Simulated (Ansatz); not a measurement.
# AlH3Cl (doublet): one geometry, many settings at distance Al1–H4 along a hydrogen transfer = 1.994 Å

What do other methods and options give for AlH3Cl (doublet) at this geometry, and how long do they take?

Program: Ansatz 0.2.0, Gaussian basis. Level of theory: the settings change from run to run. These are calculated values, not measurements.

13 further runs of the same task are left out: 9 for a known fault of the program, 4 that didn't finish.

### 1 The geometry

The geometry derives from fragments relaxed apart (PBE0/def2-TZVP) and kept rigid, so it is no stationary point. A hydrogen atom is moved between rigid fragments.

5 atoms, charge 0, spin multiplicity 2.

Atoms are counted from 1 here; the program's logs count them from 0.

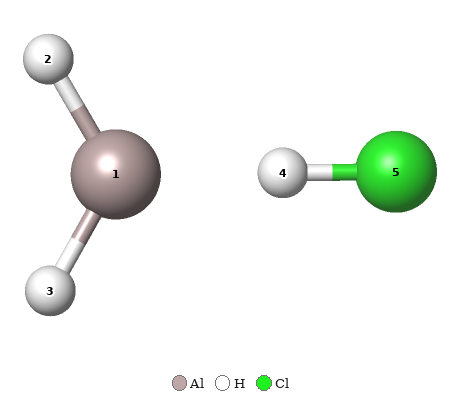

The structure; aluminium light grey, hydrogen white, chlorine green; atoms are numbered from 1 in the order of the file.

### 2 CCSD/STO-3G

The input, in.yaml:

```yaml
crystal:
  periodic: [false, false, false]
  atoms:
    - {symbol: Al, position_ang: [-1.817434, 0.000000, 0.000000]}
    - {symbol: H, position_ang: [-2.610357, 1.373384, 0.000000]}
    - {symbol: H, position_ang: [-2.610357, -1.373384, 0.000000]}
    - {symbol: H, position_ang: [0.176566, 0.000000, 0.000000]}
    - {symbol: Cl, position_ang: [1.526566, 0.000000, 0.000000]}
basis:
  gaussian: {orbitals: STO-3G}
magnetization: {spin_polarized: false, initial_magnetization: 1}
hamiltonian: {xc: {name: PBE}}
correlation: {method: ccsd, electrons: outside_noble_gas}
```

Started as:

```bash
$ ansatz run in.yaml --threads 1 --pin off --events-out ev --progress --plain --max-ram 2393MiB
```

The program printed:

```text
Functional definition: PBE
  name "PBE"
  cite "Perdew, Burke & Ernzerhof, Phys. Rev. Lett. 77, 3865 (1996) doi:10.1103/PhysRevLett.77.3865"
  parent pbe
  parameter kappa = 0.804
  parameter beta = 0.06672455060314922
  exchange = pbe_x(kappa = kappa, mu = beta*pi^2/3)
  correlation = pbe_c(beta = beta)
222 factors; integrals over basis functions are off by at most 2.2e-5 eV
mean field evaluation 1: about -18937.5302 eV, gradient 2.2e1 eV
mean field evaluation 2: about -18937.5140 eV, gradient 2.2e1 eV
mean field evaluation 4: about -18939.7402 eV, gradient 9.4e-1 eV
mean field evaluation 8: about -18939.7445 eV, gradient 4.4e-3 eV
mean field evaluation 16: about -18939.7445 eV, gradient 1.3e-6 eV
mean field -18939.74450165 eV, -696.0227726158 hartree, gradient 1.3e-6 eV, S^2 0.750000; 0 other end points of the search recorded, 0 dependent functions left out
10 core orbitals not correlated: weight in the atoms' cores, before any rotation towards them, 0.999 or more for the frozen orbitals, at most 0.000 for the correlated occupied ones
reference -18917.71011547 eV, -695.2130238592 hartree; 7, 6 occupied and 4, 5 virtual orbitals, 222 factors
second order -1.11284655 eV of doubles, -0.15239153 eV of singles
cycle   1  -1.60508299 eV  change   -3.4e-1 eV  update   5.4e-2
cycle   2  -1.80258810 eV  change   -2.0e-1 eV  update   2.2e-2
cycle   3  -1.80400265 eV  change   -1.4e-3 eV  update   2.6e-3
cycle   4  -1.80420458 eV  change   -2.0e-4 eV  update   8.8e-4
cycle   5  -1.80426688 eV  change   -6.2e-5 eV  update   2.6e-4
cycle   6  -1.80421938 eV  change    4.7e-5 eV  update   7.4e-5
cycle   7  -1.80422454 eV  change   -5.2e-6 eV  update   3.1e-5
cycle   8  -1.80423512 eV  change   -1.1e-5 eV  update   1.0e-5
Total energy: -18919.51435059 eV, -695.2793282769 hartree
```

Run time: 0.9 s. Hardware: 1 thread of Arm Neoverse V1, shared host.

From the report: correlation -1.8042 eV; T1 0.020; largest double amplitude 0.05. The orbitals are Kohn-Sham ones, so correlation energy and T1 don't compare with those on Hartree-Fock orbitals.

### 3 BCCD/cc-pVDZ

Changes to in.yaml since step 2:

```diff
@@ -9,5 +9,8 @@
 basis:
-  gaussian: {orbitals: STO-3G}
-magnetization: {spin_polarized: false, initial_magnetization: 1}
-hamiltonian: {xc: {name: PBE}}
-correlation: {method: ccsd, electrons: outside_noble_gas}
+  gaussian: {orbitals: cc-pVDZ}
+magnetization: {spin_polarized: true, initial_magnetization: 1}
+hamiltonian: {xc: {name: PBE0}}
+correlation: {method: bccd, electrons: outside_noble_gas}
+accuracy: high
+scf: {omitted_lower_state_checks: [cluster_reference]}
+output: {forces: true}
```

Launched as before.

The program printed, cut to the lines that bear on the results:

```text
Functional definition: PBE0
  name "PBE0"
  cite "Adamo & Barone, J. Chem. Phys. 110, 6158 (1999) doi:10.1063/1.478522"
  cite "Perdew, Burke & Ernzerhof, Phys. Rev. Lett. 77, 3865 (1996) doi:10.1103/PhysRevLett.77.3865"
  parent pbe
[...]
1063 factors; integrals over basis functions are off by at most 3.6e-9 eV
[...]
mean field -19159.28485167 eV, -704.0907316693 hartree, gradient 7.0e-8 eV, S^2 0.752583; 0 other end points of the search recorded, 0 dependent functions left out
10 core orbitals not correlated: weight in the atoms' cores, before any rotation towards them, 1.000 or more for the frozen orbitals, at most 0.000 for the correlated occupied ones
reference -19132.03361198 eV, -703.0892670822 hartree; 7, 6 occupied and 34, 35 virtual orbitals, 1063 factors
second order -5.89122503 eV of doubles, -0.13640541 eV of singles
cycle   1  -6.63902404 eV  change   -6.1e-1 eV  update   5.6e-2
[...]
cycle  22  -6.86050093 eV  change  -4.8e-10 eV  update  7.2e-10
[...]
Total energy: -19138.89411291 eV, -703.3413858410 hartree
Atom 0 at    -1.817434     0.000000     0.000000 Å, force    -0.747555    -0.000000     0.000000 eV/Å
Atom 1 at    -2.610357     1.373384     0.000000 Å, force    -0.010027     0.141590    -0.000000 eV/Å
Atom 2 at    -2.610357    -1.373384     0.000000 Å, force    -0.010027    -0.141590     0.000000 eV/Å
Atom 3 at     0.176566     0.000000     0.000000 Å, force     0.100546    -0.000000     0.000000 eV/Å
Atom 4 at     1.526566     0.000000     0.000000 Å, force     0.667063     0.000000    -0.000000 eV/Å
Dipole moment:    -0.389390     0.000000     0.000000 e Å
Checks for a lower state left out: cluster_reference
```

Run time: 26 s. Hardware: 1 thread of Arm Neoverse V1, shared host; peak memory 0.35 GiB.

From the report: ⟨S²⟩ of the determinant 0.753 (pure doublet: 0.75); correlation -6.8605 eV; largest double amplitude 0.04.

### 4 CCSDT(Q) on UHF/6-31G

Changes to in.yaml since step 3:

```diff
@@ -9,7 +9,5 @@
 basis:
-  gaussian: {orbitals: cc-pVDZ}
+  gaussian: {orbitals: 6-31G}
 magnetization: {spin_polarized: true, initial_magnetization: 1}
-hamiltonian: {xc: {name: PBE0}}
-correlation: {method: bccd, electrons: outside_noble_gas}
-accuracy: high
+correlation: {method: ccsdt_q, electrons: outside_noble_gas}
 scf: {omitted_lower_state_checks: [cluster_reference]}
```

Same command.

The program printed, cut to the lines that bear on the results:

```text
Functional definition: HF
  name "HF"
  cite "Fock, Z. Phys. 61, 126 (1930) doi:10.1007/BF01340294"
  parent pbe
[...]
654 factors; integrals over basis functions are off by at most 1.6e-7 eV
[...]
mean field -19130.02029116 eV, -703.0152789066 hartree, gradient 6.4e-6 eV, S^2 0.759787; 0 other end points of the search recorded, 0 dependent functions left out
10 core orbitals not correlated: weight in the atoms' cores, before any rotation towards them, 1.000 or more for the frozen orbitals, at most 0.000 for the correlated occupied ones
reference -19130.02029116 eV, -703.0152789066 hartree; 7, 6 occupied and 15, 16 virtual orbitals, 654 factors
second order -2.20582792 eV of doubles, -0.00000000 eV of singles
cycle   1  -2.62209975 eV  change   -4.2e-1 eV  update   6.1e-2
[...]
cycle  15  -2.89645578 eV  change   -6.9e-7 eV  update   4.7e-7
perturbative correction -0.00120020 eV, -0.0000441066 hartree
[...]
Total energy: -19132.91794714 eV, -703.1217657999 hartree
Atom 0 at    -1.817434     0.000000     0.000000 Å, force    -0.404708     0.000000     0.000000 eV/Å
Atom 1 at    -2.610357     1.373384     0.000000 Å, force    -0.257445     0.565267     0.000000 eV/Å
Atom 2 at    -2.610357    -1.373384     0.000000 Å, force    -0.257445    -0.565267    -0.000000 eV/Å
Atom 3 at     0.176566     0.000000     0.000000 Å, force    -0.953610     0.000000     0.000000 eV/Å
Atom 4 at     1.526566     0.000000     0.000000 Å, force     1.873207    -0.000000    -0.000000 eV/Å
Dipole moment:    -0.495769    -0.000000     0.000000 e Å
Checks for a lower state left out: cluster_reference
```

It took 37 s on 1 thread of Arm Neoverse V1, shared host; peak memory 0.52 GiB.

From the report: ⟨S²⟩ of the determinant 0.760 (pure doublet: 0.75); correlation -2.8977 eV; T1 0.012; largest double amplitude 0.04.

### 5 The runs in one table

Where basis and cores are those of an earlier UCCSDT(Q)/cc-pVDZ run (-19139.1126 eV), and the state is the same kind, the miss against it is given.

```
                          level         correlated  functions  energy (eV)  from UCCSDT(Q) (meV)   time
  CCSD/STO-3G (on PBE orbitals)  outside noble gas         21  -18919.5144                        0.9 s
BCCD/cc-pVDZ (on PBE0 orbitals)  outside noble gas         51  -19138.8941                 218.5   26 s
          CCSDT(Q) on UHF/6-31G  outside noble gas         32  -19132.9179                         37 s
```

### 6 Outcome

| quantity | value |
| --- | --- |
| runs | 3 |
| quickest | CCSD/STO-3G (on PBE orbitals), 0.9 s |
| slowest | CCSDT(Q) on UHF/6-31G, 37 s |

What this shows: Total energies in different bases, with other cores or another treatment of relativity can't be set against each other. CCSDT(Q) on UHF/6-31G took 41 times as long as CCSD/STO-3G (on PBE orbitals); the jobs differ in more than the method. Cores frozen from Kohn-Sham orbitals shift the total energy.
